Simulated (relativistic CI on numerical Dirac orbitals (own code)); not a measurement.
# Run report: V³⁺, relativistic CI calculation

System: V³⁺.
Method: Dirac-Coulomb-Breit CI, KLI orbitals optimised for each configuration, model QED (radiative potential, 1s self-energy scaled to tabulated hydrogen-like ionisation energies), valence Slater integrals scaled by 0.75, one configuration in a parametric crystal field (relativistic CI on numerical Dirac orbitals, in-house).

### Input file
```
atom V  Z=23  charge=3  electrons=20
nucleus A=51  rms_radius_fm=3.6002
hamiltonian dirac-coulomb  breit=on  qed=on  c_scale=1
orbitals kli  potential=per-configuration
slater_scale 0.75
correlation none
mixing on
configurations
  [Ar] 3d2
end
crystal_field Oh 10Dq=20600
```

The program writes its results to a structured record and prints no log; tables and figures of this report are taken from that record.

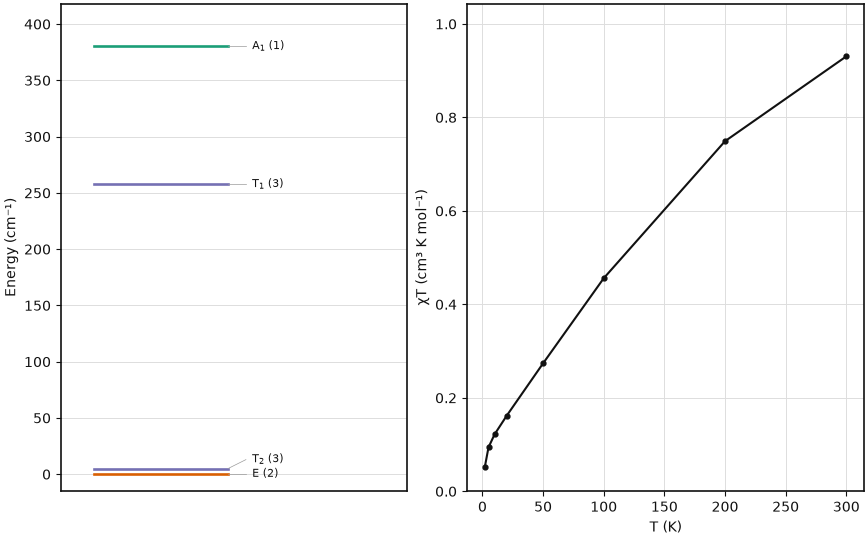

**Figure 1.** V³⁺ (3d²) in a field of Oh symmetry with 10Dq = 20,600 cm⁻¹. Labels give the double-group representation and, in brackets, the degeneracy; the lowest 4 of 20 levels are drawn. One open-shell configuration in a parametric field without covalency; powder susceptibility by Van Vleck's formula. The ground level is E, a doublet, with total spin S = 1.00 (from expectation values). The next level lies at 5.0 cm⁻¹ (T₂). The field lowers the ground state by 14,600 cm⁻¹ against the free ion. χT is 0.0527 cm³ K mol⁻¹ at 2 K, 0.274 at 50 K and 0.931 at 300 K, an effective moment of 2.73 μB at room temperature.

### Key numbers

- outcome: converged
- levels computed: 20
- hardware: 1 CPU thread, shared host
